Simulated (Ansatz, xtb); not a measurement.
Stretching the Al1–H2 bond in AlH3O2 (SMILES [OH][AlH][OH]) (multiplicity 1 held, fragments rigid). Energies count from the point at 1.565 Å.
Geometry at that point (charge 0, multiplicity 1):
```
atom    x (Å)    y (Å)    z (Å)
----  -------  -------  -------
Al    -0.3508  -0.2253  -0.1869
H     -1.5469  -1.0138  -0.8163
O     -0.1288   1.3919  -0.6342
H      0.5760   1.9477  -0.2982
O      0.7340  -0.9151   0.9228
H      0.6904  -1.8192   1.2355
```

Unrestricted levels (U-) break spin symmetry where that is lower. Active spaces are followed from a long bond inwards. Left out are points that failed, MP2 points that dive below the minimum, coupled-cluster points behind a jump of the amplitudes or a sharp parting from full CI or MRCI, small-basis points behind a change of solution, and semi-empirical points at long bonds. Curves can end on different states.

Correlated levels freeze the cores.

Programs: Ansatz (Gaussian basis) for Hartree–Fock, density functionals and correlated methods; xtb for the GFN methods. Each number belongs to the level named beside it. The GFN methods have no spin term and hold the electronic entropy of 300 K.

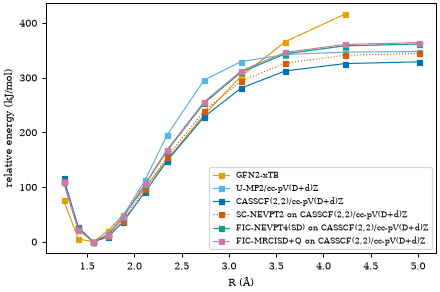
Figure: Relative energy along the coordinate

Task: Read off the GFN2-xTB curve at R = 1.252.

Result: about 76 kJ/mol

Doubts at one or more of the structures used: a spin-contaminated determinant (U-MP2/cc-pV(D+d)Z).

Ansatz is a quantum-chemistry and plane-wave program.
